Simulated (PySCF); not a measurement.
# C3H6FGa: electronic excitations and core binding energies

Wanted: the electronic excitations and core binding energies of C3H6FGa (`C=C[CH2][GaH][F]`), by calculation.

Programs: PySCF 2.14.0, with density-fitted response routines of our own. Each step states its level of theory. These are calculated values for one molecule in the gas phase, unless marked as measured. Atoms are numbered from 0 throughout.

## (1) The molecule as given

11 atoms, charge 0, multiplicity 1; geometry from: GFN2-xTB.

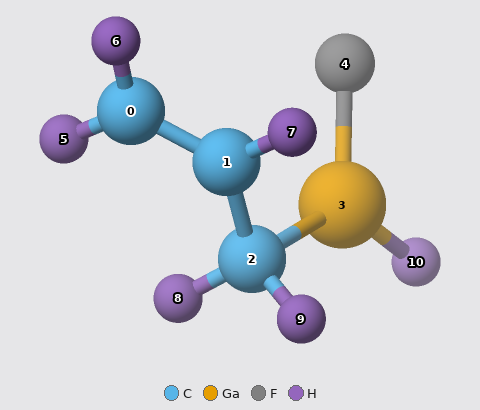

As it starts; carbon blue, gallium amber, fluorine grey, hydrogen purple, atoms numbered.

## (2) Ultraviolet spectrum: CAM-B3LYP/def2-SVPD

What the job is given:

```
{"job": {"kind": "uv", "xc": "CAM-B3LYP", "basis": "def2-SVPD", "nstates": 8, "ntriplets": 3}, "charge": 0, "multiplicity": 1}
C     -1.742553     0.428213     0.510711
C     -0.883278    -0.457177     0.025431
C      0.190900    -0.131973    -0.942270
Ga     1.960520     0.010211     0.131827
F      1.827280     0.103702     1.875630
H     -1.722749     1.461765     0.202984
H     -2.510622     0.147982     1.210386
H     -0.934491    -1.491513     0.348562
H      0.012930     0.824351    -1.439616
H      0.319645    -0.911063    -1.697451
H      3.487841     0.018172    -0.252158
```

Level: TDDFT CAM-B3LYP/def2-SVPD, vertical, gas phase, core orbitals frozen in the response.

Command:

```console
$ OMP_NUM_THREADS=1 python probes_run.py task.json out
```

One launch serves the whole session: the jobs run in the order shown.

**Question.** This job is followed by: delta-SCF UKS SCAN, pcX-2 on the ionised atom, pcseg-1 elsewhere, spin-free X2C. What will the session give for the following? lowest singlet (CAM-B3LYP/def2-SVPD); brightest single state of those computed; lowest triplet; C1s binding energies, SCAN/pcX-2; F1s binding energies, SCAN/pcX-2.

The runs gave:

```
                                quantity                               value
    lowest singlet (CAM-B3LYP/def2-SVPD)         4.66 eV (266 nm), f = 0.008
brightest single state of those computed         state 4, 6.73 eV, f = 0.287
                          lowest triplet                             3.99 eV
        C1s binding energies, SCAN/pcX-2  C1 290.62, C2 290.58, C0 289.78 eV
        F1s binding energies, SCAN/pcX-2                        F4 690.52 eV
```

The first singlet state (HOMO→LUMO 0.93) lies at 4.66 eV and is weak; of the 8 states computed, the strongest absorption comes from state 4 at 6.73 eV. The lowest triplet lies 0.67 eV below the lowest singlet (triplets in Tamm-Dancoff, singlets in full TDDFT). The C1s levels kept as sound span 0.84 eV, from C0 (terminal =CH2 carbon) up to C1 (alkene CH).
